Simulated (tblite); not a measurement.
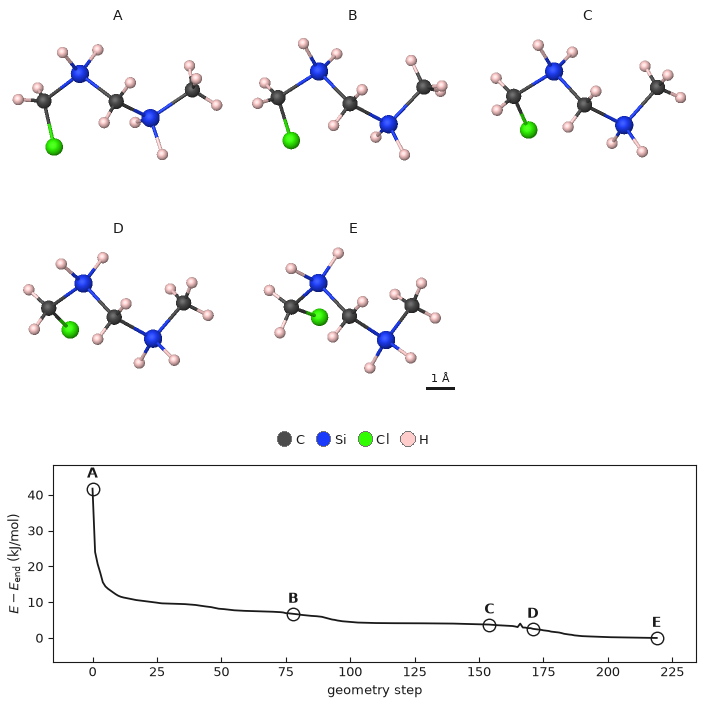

Frames of a relaxation of C3H11ClSi2, marked on the history of the run. The picture is a ball-and-stick view, seen from a free direction.

These are results of GFN2-xTB geometry optimisation, gas phase in tblite 0.8.0, not measurements. 

Describe the path.

Answer. Over 219 geometry steps the energy falls by 41.7 kJ/mol. The Cl atom moves most after the best rigid fit: 2.41 Å. By element the largest moves are Cl 2.41 Å, H 1.56 Å, C 0.75 Å, Si 0.61 Å. Near-neighbour distances that change, for instance: C–Si 1.851 → 1.913 Å, C–H 1.119 → 1.086 Å, C–Si 1.864 → 1.894 Å, C–Cl 1.754 → 1.783 Å. Bond angles that change, for instance: Si–C–H 114.6° → 107.9°, C–Si–H 106.8° → 112.6°, Si–C–Si 113.1° → 118.3°. Groups turn about C–Si by about 60°, C–Si by about 50°. From step 0 to 78: an H atom moves most (0.87 Å), energy −35.0 kJ/mol. From step 78 to 154: Cl and H atoms move most (0.65 Å), energy −2.99 kJ/mol. From step 154 to 171: the Cl atom moves most (0.74 Å), energy −1.20 kJ/mol. From step 171 to 219: the Cl atom moves most (0.71 Å), energy −2.54 kJ/mol.
